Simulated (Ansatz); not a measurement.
## The perfect Cu wire along [110], 7 atoms a period

What gap, if any, does the Cu wire along [110], 7 atoms a period have, and how many channels would it open?

Program: Ansatz 0.2.0. Level of theory: DFT PBE, plane waves, PAW; relaxation of a wire's period; PAW set soft_1, in the first sound run; inputs show where later runs differ. Results are calculated unless marked as measured.

**1. The structure**

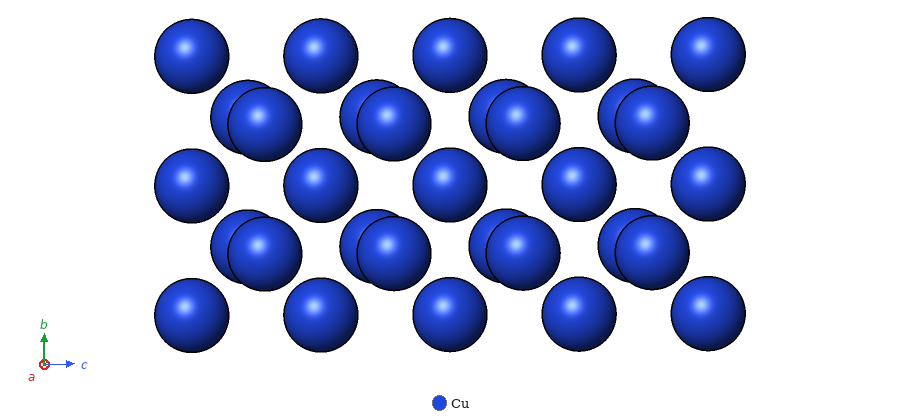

Start, viewed from the side, with the c axis across the page; copper blue. 1×1×4 cells are drawn. Some periodic images of atoms are drawn too.

The cell holds 7 atoms: 7 Cu. Cell: a = 10.430 Å, b = 11.934 Å, c = 2.567 Å, α = 90.0°, β = 90.0°, γ = 90.0°. Vacuum lies along a and b. The structure's axis is c.

**2. Relaxation of atoms and period**

Band widths follow the bond lengths, so the wire is relaxed first. The atoms and the third cell vector are free; the box across stays fixed as vacuum. A Fermi-Dirac smearing is set since the result may be a metal. The pressure printed is a third of the stress's trace over the whole box, vacuum included; only the stress along the axis is relaxed.

File input.yaml:

```yaml
crystal:
  lattice:
    - [10.43, 0.0, 0.0]
    - [0.0, 11.934, 0.0]
    - [0.0, 0.0, 2.5667976157]
  atoms:
    - { symbol: Cu, position: [0.5, 0.284900285, 0.0] }
    - { symbol: Cu, position: [0.5, 0.499983041, 0.0] }
    - { symbol: Cu, position: [0.325982742, 0.392441663, 0.5] }
    - { symbol: Cu, position: [0.325982742, 0.60752442, 0.5] }
    - { symbol: Cu, position: [0.674017258, 0.392441663, 0.5] }
    - { symbol: Cu, position: [0.674017258, 0.60752442, 0.5] }
    - { symbol: Cu, position: [0.5, 0.715065798, 0.0] }
kpoints:
  mp_grid: { grid: [1, 1, 32] }
scf:
  occupations: { method: fermi_dirac, width: 0.05 }
hamiltonian:
  xc: pbe
  pseudopotentials: { kind: paw, azcp: { folder: soft_1 } }
relax:
  cell: { fix: [a, b, alpha, beta, gamma] }
  max_steps: 45
  f_tol: 0.03
```

On the command line:

```console
$ ansatz run input.yaml --threads 4 --pin off --max-ram 16384MiB --backend cpu --events-out ev --progress --plain --runs-dir out
```

Numbers of over 12 decimals in the logs are rounded to 6 here.

Output:

```text
Engine: ansatz 0.2.0, x86_64-unknown-linux-gnu
Pseudopotentials: kind: paw
Pseudopotential: Cu, paw, valence charge 19, recommended cutoff 420 eV (normal), soft_1/Cu.paw.azcp
Functional definition: PBE
  parameter kappa = 0.804
  parameter beta = 0.066725
  exchange = pbe_x(kappa = kappa, mu = beta*pi^2/3)
  correlation = pbe_c(beta = beta)
Crystal: 7 atoms, lattice volume = 319.493 Å³
Basis set: ecut = 420 eV, 6293 PW (Γ), exchange–correlation on 144×160×36 points (8 copies of the dense FFT grid, shifted against one another)
Bands: 80, of which v1, the nominal top of the filled ones, is band 67 counted from 1 (66 counted from 0)
Symmetry: 8 space group operations
Space group: Pmmm (ITA 47), of the structure as read, at distance tolerance 6.8e-5 Å
k-points: 17 of 32
Non-local potential: Cu, projectors of the file, l = 0: 3, l = 1: 2, l = 2: 3, l = 3: 1
PAW form: soft (Blöchl's): semilocal exchange-correlation on the pseudo side does not see the compensation charge
PAW one-centre angular grid: Cu, 590 points (default); XC on 64 Gauss nodes
Initial density: superposition of atomic densities (neutral atoms: chi_scale 0, normalization atom)
Initial wavefunctions: pseudopotential atomic-orbital guess
Functional: x = pbe(κ = 0.804, μ = 0.219515), c = pbe(β = 0.066725)
SCF iter   1: F=—  HF=-46375.140860 eV  |F-HF|=—  |Δ(HF+E_count)|=         —  Δρ=1.05e-1  dr2=2.27e1  ethr=3.10e-3  ⟨swp⟩=7.0  Hψ=5529  notcnv=0  defer=6
preconditioner: auto → LDOS  [metal: Δε(μ)=0.097 eV  Ē_g=6.000 eV  σ=0.050 eV  W_gap=0.42  n_scr=50 (ndim 8)  ℏωp=18.2 eV  f_vac=0.629  D(μ)=3.60/eV (n_scr^D=20)  β→1.0]
SCF iter   2: F=—  HF=-46394.546247 eV  |F-HF|=—  |Δ(HF+E_count)|=    1.94e1  Δρ=2.00e-1  dr2=7.32e1  ethr=3.10e-3  ⟨swp⟩=4.0  Hψ=4192  notcnv=0  defer=103  recentre
SCF iter   3: F=—  HF=-46371.364343 eV  |F-HF|=—  |Δ(HF+E_count)|=    2.32e1  Δρ=3.38e-2  dr2=2.46e0  ethr=3.10e-3  ⟨swp⟩=4.0  Hψ=3647  notcnv=0  defer=126
SCF iter   4: F=—  HF=-46370.999134 eV  |F-HF|=—  |Δ(HF+E_count)|=   3.65e-1  Δρ=8.07e-3  dr2=2.04e-1  ethr=1.85e-3  ⟨swp⟩=2.4  Hψ=2308  notcnv=0  defer=115
SCF iter   5: F=—  HF=-46370.983423 eV  |F-HF|=—  |Δ(HF+E_count)|=   1.57e-2  Δρ=5.76e-3  dr2=8.63e-2  ethr=1.53e-4  ⟨swp⟩=2.0  Hψ=2261  notcnv=0  defer=117
SCF iter   6: F=—  HF=-46370.990068 eV  |F-HF|=—  |Δ(HF+E_count)|=   6.65e-3  Δρ=4.00e-3  dr2=4.10e-2  ethr=6.49e-5  ⟨swp⟩=2.0  Hψ=1830  notcnv=0  defer=117
SCF iter   7: F=—  HF=-46370.989337 eV  |F-HF|=—  |Δ(HF+E_count)|=   7.31e-4  Δρ=1.43e-3  dr2=6.45e-3  ethr=3.08e-5  ⟨swp⟩=2.0  Hψ=1677  notcnv=0  defer=117
SCF iter   8: F=—  HF=-46370.990657 eV  |F-HF|=—  |Δ(HF+E_count)|=   1.32e-3  Δρ=3.14e-4  dr2=3.13e-4  ethr=4.85e-6  ⟨swp⟩=2.0  Hψ=2019  notcnv=0  defer=117
SCF iter   9: F=—  HF=-46370.991055 eV  |F-HF|=—  |Δ(HF+E_count)|=   3.98e-4  Δρ=1.18e-4  dr2=3.06e-5  ethr=2.35e-7  ⟨swp⟩=2.2  Hψ=1971  notcnv=0  defer=117
SCF iter  10: F=—  HF=-46370.991178 eV  |F-HF|=—  |Δ(HF+E_count)|=   1.23e-4  Δρ=5.15e-5  dr2=4.85e-6  ethr=2.30e-8  ⟨swp⟩=2.0  Hψ=1872  notcnv=0  defer=117
SCF iter  11: F=—  HF=-46370.991178 eV  |F-HF|=—  |Δ(HF+E_count)|=   5.67e-7  Δρ=3.95e-6  dr2=1.82e-7  ethr=3.65e-9  ⟨swp⟩=2.0  Hψ=1893  notcnv=0  defer=117
SCF iter  12: F=-46370.991178 eV  HF=-46370.991178 eV  |F-HF|=6.37e-9  |Δ(HF+E_count)|=   3.74e-8  Δρ=2.59e-6  dr2=3.11e-8  ethr=7.52e-11  ⟨swp⟩=4.1  Hψ=4353  notcnv=0
SCF 1 converged in 12 iterations: F = -46370.991178 eV  dr2 = 3.11e-8
  greatest PAW one-centre occupation: 1.000 electrons in one spin orbital (limit 2), on the Cu atom at site 4 (counted from 0), in its partial waves of l = 0
relax step   1: F+E_penalty+E_count = -46370.99117755 eV  Δ(F+E_penalty+E_count) = +0.000e0 eV  max|allowed force component| = 4.894e-1 eV/Å  Δτ_max = 0.0000 Å  P = -2.110 GPa  Ω = 319.493 Å³  fix = [a, b, alpha, beta, gamma]  reactions: a -1.548, b -1.706 GPa  (12 SCF iters, dr2 threshold 1.00e-7 eV, accepted)
Crystal: 7 atoms, lattice volume = 313.604 Å³
Basis set: ecut = 420 eV, 6145 PW (Γ), exchange–correlation on 144×160×36 points (8 copies of the dense FFT grid, shifted against one another)
Initial density: handed on by an earlier stage of this run
Initial wavefunctions: those handed on with the density
iter 1 solved again at ethr=6.26e-5 eV; its pass at ethr=3.10e-3 eV (dr2=8.33e-2 eV) is discarded
SCF iter   1: F=—  HF=-46371.157621 eV  |F-HF|=—  |Δ(HF+E_count)|=         —  Δρ=6.66e-3  dr2=8.40e-2  ethr=6.26e-5  ⟨swp⟩=2.5  Hψ=6260  notcnv=0
preconditioner: auto → LDOS  [metal: Δε(μ)=0.015 eV  Ē_g=6.748 eV  σ=0.050 eV  W_gap=0.07  n_scr=50 (ndim 8)  ℏωp=18.4 eV  f_vac=0.634  D(μ)=3.47/eV (n_scr^D=20)  β→1.0]
SCF iter   2: F=—  HF=-46371.225163 eV  |F-HF|=—  |Δ(HF+E_count)|=   6.75e-2  Δρ=1.53e-2  dr2=3.93e-1  ethr=6.26e-5  ⟨swp⟩=3.1  Hψ=2849  notcnv=0  recentre
SCF iter   3: F=—  HF=-46371.144184 eV  |F-HF|=—  |Δ(HF+E_count)|=   8.10e-2  Δρ=2.62e-3  dr2=1.35e-2  ethr=6.26e-5  ⟨swp⟩=2.4  Hψ=2734  notcnv=0  defer=120
SCF iter   4: F=—  HF=-46371.141543 eV  |F-HF|=—  |Δ(HF+E_count)|=   2.64e-3  Δρ=5.33e-4  dr2=5.12e-4  ethr=1.01e-5  ⟨swp⟩=2.0  Hψ=1883  notcnv=0  defer=120
SCF iter   5: F=—  HF=-46371.141708 eV  |F-HF|=—  |Δ(HF+E_count)|=   1.65e-4  Δρ=2.61e-4  dr2=1.48e-4  ethr=3.85e-7  ⟨swp⟩=2.8  Hψ=2402  notcnv=0  defer=120
SCF iter   6: F=—  HF=-46371.141730 eV  |F-HF|=—  |Δ(HF+E_count)|=   2.24e-5  Δρ=6.48e-5  dr2=1.70e-5  ethr=1.11e-7  ⟨swp⟩=2.0  Hψ=2266  notcnv=0  defer=120
SCF iter   7: F=—  HF=-46371.141732 eV  |F-HF|=—  |Δ(HF+E_count)|=   1.99e-6  Δρ=2.17e-5  dr2=2.01e-6  ethr=1.28e-8  ⟨swp⟩=2.0  Hψ=1853  notcnv=0  defer=120
SCF iter   8: F=-46371.141733 eV  HF=-46371.141734 eV  |F-HF|=5.37e-7  |Δ(HF+E_count)|=   1.33e-6  Δρ=1.68e-5  dr2=5.73e-7  ethr=5.26e-10  ⟨swp⟩=4.8  Hψ=4561  notcnv=0
SCF 2 converged in 8 iterations: F = -46371.141733 eV  dr2 = 5.73e-7
  greatest PAW one-centre occupation: 1.000 electrons in one spin orbital (limit 2), on the Cu atom at site 5 (counted from 0), in its partial waves of l = 0
relax step   2: F+E_penalty+E_count = -46371.14173315 eV  Δ(F+E_penalty+E_count) = -1.506e-1 eV  max|allowed force component| = 2.413e-1 eV/Å  Δτ_max = 0.0388 Å  P = -1.107 GPa  Ω = 313.604 Å³  energy of the carried Pulay correction = +1.365e-3 eV  fix = [a, b, alpha, beta, gamma]  reactions: a -0.691, b -0.877 GPa  (8 SCF iters, dr2 threshold 7.00e-7 eV, accepted)
Crystal: 7 atoms, lattice volume = 305.041 Å³
Basis set: ecut = 420 eV, 5933 PW (Γ), exchange–correlation on 144×160×36 points (8 copies of the dense FFT grid, shifted against one another)
iter 1 solved again at ethr=8.93e-5 eV; its pass at ethr=3.10e-3 eV (dr2=1.19e-1 eV) is discarded
SCF iter   1: F=—  HF=-46371.216959 eV  |F-HF|=—  |Δ(HF+E_count)|=         —  Δρ=7.86e-3  dr2=1.20e-1  ethr=8.93e-5  ⟨swp⟩=2.9  Hψ=6257  notcnv=0
preconditioner: auto → LDOS  [metal: Δε(μ)=0.010 eV  Ē_g=6.970 eV  σ=0.050 eV  W_gap=0.05  n_scr=50 (ndim 8)  ℏωp=18.7 eV  f_vac=0.637  D(μ)=3.01/eV (n_scr^D=20)  β→1.0]
SCF iter   2: F=—  HF=-46371.318390 eV  |F-HF|=—  |Δ(HF+E_count)|=   1.01e-1  Δρ=1.86e-2  dr2=5.67e-1  ethr=8.93e-5  ⟨swp⟩=3.0  Hψ=3026  notcnv=0  recentre
SCF iter   3: F=—  HF=-46371.197842 eV  |F-HF|=—  |Δ(HF+E_count)|=   1.21e-1  Δρ=2.90e-3  dr2=1.70e-2  ethr=8.93e-5  ⟨swp⟩=2.5  Hψ=2779  notcnv=0  defer=121
SCF iter   4: F=—  HF=-46371.194454 eV  |F-HF|=—  |Δ(HF+E_count)|=   3.39e-3  Δρ=6.16e-4  dr2=7.00e-4  ethr=1.28e-5  ⟨swp⟩=2.0  Hψ=1888  notcnv=0  defer=121
SCF iter   5: F=—  HF=-46371.194609 eV  |F-HF|=—  |Δ(HF+E_count)|=   1.54e-4  Δρ=4.65e-4  dr2=4.00e-4  ethr=5.27e-7  ⟨swp⟩=2.9  Hψ=2484  notcnv=0  defer=121
SCF iter   6: F=—  HF=-46371.194706 eV  |F-HF|=—  |Δ(HF+E_count)|=   9.73e-5  Δρ=9.84e-5  dr2=2.51e-5  ethr=3.01e-7  ⟨swp⟩=2.0  Hψ=2393  notcnv=0  defer=121
SCF iter   7: F=—  HF=-46371.194704 eV  |F-HF|=—  |Δ(HF+E_count)|=   1.91e-6  Δρ=4.98e-5  dr2=6.33e-6  ethr=1.88e-8  ⟨swp⟩=2.3  Hψ=1981  notcnv=0  defer=121
SCF iter   8: F=—  HF=-46371.194704 eV  |F-HF|=—  |Δ(HF+E_count)|=   1.43e-8  Δρ=2.21e-5  dr2=1.49e-6  ethr=4.76e-9  ⟨swp⟩=2.0  Hψ=1807  notcnv=0  defer=121
SCF iter   9: F=-46371.194704 eV  HF=-46371.194704 eV  |F-HF|=1.56e-7  |Δ(HF+E_count)|=   1.41e-7  Δρ=9.28e-6  dr2=2.50e-7  ethr=5.26e-10  ⟨swp⟩=4.2  Hψ=4353  notcnv=0
SCF 3 converged in 9 iterations: F = -46371.194704 eV  dr2 = 2.50e-7
relax step   3: F+E_penalty+E_count = -46371.19470397 eV  Δ(F+E_penalty+E_count) = -5.297e-2 eV  max|allowed force component| = 9.136e-2 eV/Å  Δτ_max = 0.0443 Å  P = +0.261 GPa  Ω = 305.041 Å³  energy of the carried Pulay correction = +3.397e-3 eV  fix = [a, b, alpha, beta, gamma]  reactions: a +0.299, b +0.115 GPa  (9 SCF iters, dr2 threshold 7.00e-7 eV, accepted)
Crystal: 7 atoms, lattice volume = 305.894 Å³
Basis set: ecut = 420 eV, 5949 PW (Γ), exchange–correlation on 144×160×36 points (8 copies of the dense FFT grid, shifted against one another)
iter 1 solved again at ethr=2.89e-6 eV; its pass at ethr=3.10e-3 eV (dr2=3.85e-3 eV) is discarded
SCF iter   1: F=—  HF=-46371.198778 eV  |F-HF|=—  |Δ(HF+E_count)|=         —  Δρ=1.43e-3  dr2=3.50e-3  ethr=2.89e-6  ⟨swp⟩=3.1  Hψ=5480  notcnv=0
preconditioner: auto → LDOS  [metal: Δε(μ)=0.026 eV  Ē_g=7.009 eV  σ=0.050 eV  W_gap=0.13  n_scr=50 (ndim 8)  ℏωp=18.6 eV  f_vac=0.636  D(μ)=3.18/eV (n_scr^D=20)  β→1.0]
SCF iter   2: F=—  HF=-46371.200689 eV  |F-HF|=—  |Δ(HF+E_count)|=   1.91e-3  Δρ=2.81e-3  dr2=1.34e-2  ethr=2.63e-6  ⟨swp⟩=2.0  Hψ=2663  notcnv=0  recentre
SCF iter   3: F=—  HF=-46371.198167 eV  |F-HF|=—  |Δ(HF+E_count)|=   2.52e-3  Δρ=7.44e-4  dr2=9.91e-4  ethr=2.63e-6  ⟨swp⟩=2.0  Hψ=2666  notcnv=0
SCF iter   4: F=—  HF=-46371.197962 eV  |F-HF|=—  |Δ(HF+E_count)|=   2.05e-4  Δρ=1.54e-4  dr2=4.95e-5  ethr=7.45e-7  ⟨swp⟩=2.0  Hψ=1939  notcnv=0
SCF iter   5: F=—  HF=-46371.198072 eV  |F-HF|=—  |Δ(HF+E_count)|=   1.10e-4  Δρ=6.84e-5  dr2=8.81e-6  ethr=3.72e-8  ⟨swp⟩=2.1  Hψ=2013  notcnv=0
SCF iter   6: F=—  HF=-46371.198074 eV  |F-HF|=—  |Δ(HF+E_count)|=   1.49e-6  Δρ=1.59e-5  dr2=1.08e-6  ethr=6.63e-9  ⟨swp⟩=2.0  Hψ=1954  notcnv=0
SCF iter   7: F=—  HF=-46371.198074 eV  |F-HF|=—  |Δ(HF+E_count)|=   5.14e-7  Δρ=1.64e-5  dr2=5.88e-7  ethr=3.92e-10  ⟨swp⟩=4.9  Hψ=4505  notcnv=0
SCF iter   8: F=-46371.198074 eV  HF=-46371.198074 eV  |F-HF|=1.59e-8  |Δ(HF+E_count)|=   6.06e-8  Δρ=3.71e-6  dr2=7.75e-8  ethr=3.92e-10  ⟨swp⟩=4.0  Hψ=4228  notcnv=0
SCF 4 converged in 8 iterations: F = -46371.198074 eV  dr2 = 7.75e-8
relax step   4: F+E_penalty+E_count = -46371.19807437 eV  Δ(F+E_penalty+E_count) = -3.370e-3 eV  max|allowed force component| = 1.479e-2 eV/Å  Δτ_max = 0.0120 Å  P = -0.026 GPa  Ω = 305.894 Å³  energy of the carried Pulay correction = +3.192e-3 eV  fix = [a, b, alpha, beta, gamma]  reactions: a +0.010, b -0.088 GPa  (8 SCF iters, dr2 threshold 5.22e-7 eV, accepted)
Initial wavefunctions: pseudopotential atomic-orbital guess (no wavefunctions were taken with the density)
iter 1 solved again at ethr=3.41e-6 eV; its pass at ethr=3.10e-3 eV (dr2=4.53e-3 eV) is discarded
SCF iter   1: F=—  HF=-46371.194177 eV  |F-HF|=—  |Δ(HF+E_count)|=         —  Δρ=9.44e-5  dr2=6.75e-6  ethr=3.41e-6  ⟨swp⟩=3.0  Hψ=9098  notcnv=0
eigensolver tolerance schedule: the retry pair's looser diagonalisation over-reported the residual by 670.58 of it (diagonalisation noise at 2.82 of the residual, at the tolerance the schedule requests for it); recorded, not acted on — ethr = c·dr2/N_el stays at c = 1.0e-1
preconditioner: auto → LDOS  [metal: Δε(μ)=0.025 eV  Ē_g=6.999 eV  σ=0.050 eV  W_gap=0.12  n_scr=50 (ndim 8)  ℏωp=18.6 eV  f_vac=0.636  D(μ)=3.17/eV (n_scr^D=20)  β→1.0]
SCF iter   2: F=—  HF=-46371.194357 eV  |F-HF|=—  |Δ(HF+E_count)|=   1.80e-4  Δρ=4.26e-4  dr2=3.33e-4  ethr=5.08e-9  ⟨swp⟩=3.0  Hψ=3152  notcnv=0
SCF iter   3: F=—  HF=-46371.194378 eV  |F-HF|=—  |Δ(HF+E_count)|=   2.18e-5  Δρ=5.13e-4  dr2=4.25e-4  ethr=5.08e-9  ⟨swp⟩=3.2  Hψ=3159  notcnv=0
SCF iter   4: F=—  HF=-46371.194292 eV  |F-HF|=—  |Δ(HF+E_count)|=   8.62e-5  Δρ=1.73e-4  dr2=4.77e-5  ethr=5.08e-9  ⟨swp⟩=3.0  Hψ=3016  notcnv=0
SCF iter   5: F=—  HF=-46371.194306 eV  |F-HF|=—  |Δ(HF+E_count)|=   1.37e-5  Δρ=3.85e-5  dr2=2.90e-6  ethr=5.08e-9  ⟨swp⟩=2.4  Hψ=2452  notcnv=0
SCF iter   6: F=—  HF=-46371.194305 eV  |F-HF|=—  |Δ(HF+E_count)|=   5.67e-7  Δρ=5.13e-6  dr2=1.69e-7  ethr=2.18e-9  ⟨swp⟩=2.0  Hψ=1974  notcnv=0
SCF iter   7: F=—  HF=-46371.194305 eV  |F-HF|=—  |Δ(HF+E_count)|=   7.43e-9  Δρ=2.33e-6  dr2=1.17e-8  ethr=1.27e-10  ⟨swp⟩=2.2  Hψ=2018  notcnv=0
SCF iter   8: F=—  HF=-46371.194305 eV  |F-HF|=—  |Δ(HF+E_count)|=   3.37e-9  Δρ=1.00e-6  dr2=2.17e-9  ethr=8.78e-12  ⟨swp⟩=2.0  Hψ=2127  notcnv=0
SCF iter   9: F=—  HF=-46371.194305 eV  |F-HF|=—  |Δ(HF+E_count)|=   1.27e-8  Δρ=2.65e-7  dr2=2.21e-10  ethr=1.63e-12  ⟨swp⟩=2.3  Hψ=2008  notcnv=0
SCF iter  10: F=-46371.194305 eV  HF=-46371.194305 eV  |F-HF|=2.91e-11  |Δ(HF+E_count)|=  5.97e-10  Δρ=1.18e-7  dr2=3.75e-11  ethr=1.00e-12  ⟨swp⟩=4.8  Hψ=4664  notcnv=0
SCF 5 converged in 10 iterations: F = -46371.194305 eV  dr2 = 3.75e-11
relax step   5: F+E_penalty+E_count = -46371.19430533 eV  Δ(F+E_penalty+E_count) = +3.769e-3 eV  max|allowed force component| = 1.477e-2 eV/Å  Δτ_max = 0.0000 Å  P = -0.021 GPa  Ω = 305.894 Å³  fix = [a, b, alpha, beta, gamma]  reactions: a +0.013, b -0.084 GPa  stress off target by 6.56e-3 GPa on what of the cell is left free  SCF on the basis re-selected at this cell (its energy is not comparable with the rows above)  (10 SCF iters)
basis re-selected at this cell: Δ(F+E_penalty+E_count) = +3.769e-3 eV, ΔP = +0.005 GPa vs the last step (what re-selecting the basis moved, of the pressure what is left beyond the Pulay correction that the steps carried, after the strain that the cell walked since its last selection, with what the two solves' SCF thresholds leave and, on support functions, any second-order correction that the steps lacked; it is no m [...]
SCF converged after 10 iterations
Free energy (F): -46371.194305 eV
Harris-Foulkes:  -46371.194305 eV  (|F-HF|=2.91e-11)
Internal energy: -46371.169983 eV  (E = F + TS)
E sigma→0 (E₀):  -46371.182144 eV
Entropy (-TS):   -0.024322 eV (-3.475 meV/atom)
Fermi energy:    1.124911 eV
--- Per-component energies (eV) ---
  E_band       = -4537.616759
  E_kinetic    = 1830.849747
  E_local      = -105576.090984  (includes V_loc(G=0)·N_el)
  E_nonlocal   = 6266.440129
  E_hartree    = 49400.351474
  E_xc         = -472.973651
  E_vxc        = -609.750018  (∫ρ·V_xc dr)
  E_paw        = -12736.808028  (= ΣΔE_a)
  E_vpaw       = -5249.774336  (= ΣTr[D̂ρ^β])
  E_aug_tail   = 0.006815  (compensation charges beyond the density's cutoff)
  E_ewald      = 14917.054516
  E_smearing   = -0.024322  (= −TS)
  E_closure    = 0.000000  (closes the sum)
  Σ components = -46371.194305   (vs F -46371.194305, Δ=0.00e0)
--- Forces (eV/Å), atoms counted from 1 ---
  atom   1  Cu     0.00000000    -0.00134900    -0.00000000
  atom   2  Cu    -0.00000000     0.00000000    -0.00000000
  atom   3  Cu    -0.01476797     0.00309269     0.00000000
  atom   4  Cu    -0.01476797    -0.00309269     0.00000000
  atom   5  Cu     0.01476797     0.00309269    -0.00000000
  atom   6  Cu     0.01476797    -0.00309269    -0.00000000
  atom   7  Cu    -0.00000000     0.00134900    -0.00000000
  max |Σ_I F_I| component: 5.20e-18 eV/Å
--- Stress (GPa, compression-positive) ---
        0.012846      -0.000000      -0.000000
       -0.000000      -0.083735      -0.000000
       -0.000000      -0.000000       0.006556
  P = ⅓ Tr σ = -0.0214 GPa (-0.214 kbar)
--- Relaxed structure (4 steps of the walk, 4 accepted, 1 SCFs on fresh bases) ---
  F+E_penalty+E_count = -46371.19430533 eV   max|allowed force component| = 1.477e-2 eV/Å   (the final SCF, on the basis selected at the relaxed cell)
  cell:  # Å, volume = 305.8939 Å³
    - [10.43, 0.0, 0.0]
    - [0.0, 11.934, 0.0]
    - [0.0, 0.0, 2.457540]
  atoms:
    - { symbol: Cu, position: [0.500000, 0.291807, 0.0] }
    - { symbol: Cu, position: [0.500000, 0.499983, 0.0] }
    - { symbol: Cu, position: [0.327079, 0.395226, 0.5] }
    - { symbol: Cu, position: [0.327079, 0.604740, 0.5] }
    - { symbol: Cu, position: [0.672921, 0.395226, 0.5] }
    - { symbol: Cu, position: [0.672921, 0.604740, 0.5] }
    - { symbol: Cu, position: [0.500000, 0.708159, 0.0] }
```

The job ended after 58 s (4 threads of Intel Xeon Platinum 8259CL at 2.50GHz (Skylake/Cascade Lake), shared host; peak memory 1.1 GiB; 3.6 min of CPU time).

(Continued in part 2 of 2.)

[Logs are printed without paths, hosts, clocks, repeated set-up lines and the standing remarks that a program may print on its own settings, such as how far it seeks lower states.]

[Hosts, paths, dates, database ids (printed as entryN), source tags and the programs' standing remarks are cut or masked in the printed files.]
